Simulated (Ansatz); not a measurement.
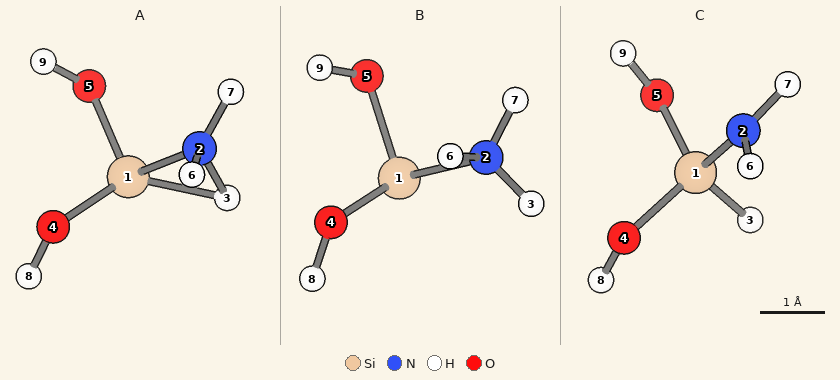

Three geometries of SiNH$_{5}$O$_{2}$: a saddle point and the two minima that it joins, in shuffled order. Style: ball-and-stick. Shown at a tilt. Sticks join atoms that are closer than about 1.2 times the sum of their covalent radii (a little more with hydrogen).

Stationary points at PBE0-D4/def2-TZVP, single-point energies with CCSD(T)/CBS, SPW92 (LDA), B2PLYP (def2-TZVPP where no basis is named; Ansatz 0.2.0). The energies are electronic, without zero-point or thermal terms, and both ends are the minima reached downhill from the saddle, with any fragments still in contact. CCSD(T)/CBS stands for a frozen-core estimate: MP2 correlation extrapolated from def2-TZVPP and def2-QZVPP, CCSD(T) minus MP2 from the smaller set.

> Which frame is the transition state, what reaction does it lead through, and what barrier is to be expected?

Frame A is the saddle point. From C over the saddle to B, a bond forms: N2–H3 (2.73 → 1.39 → 1.01 Å). A bond breaks: Si1–H3 (1.48 → 1.62 → 2.69 Å). Bonds that stay but change much: Si1–N2 (1.70 → 1.87 → 2.11 Å). The saddle has one imaginary mode, 1532i cm⁻¹. With CCSD(T)/CBS the barrier is 78.7 kcal/mol from C and 39.3 kcal/mol from B, and B lies 39.4 kcal/mol above C.

```csv
level,barrier from C (kcal/mol),barrier from B (kcal/mol),B less C (kcal/mol)
CCSD(T)/CBS,78.7,39.3,39.4
SPW92 (LDA),63.9,29.6,34.3
B2PLYP,77.8,38.7,39.1
```

Against CCSD(T)/CBS, B2PLYP comes closest on the barrier from C (−0.9 kcal/mol) and SPW92 (LDA) misses most (−14.9 kcal/mol).
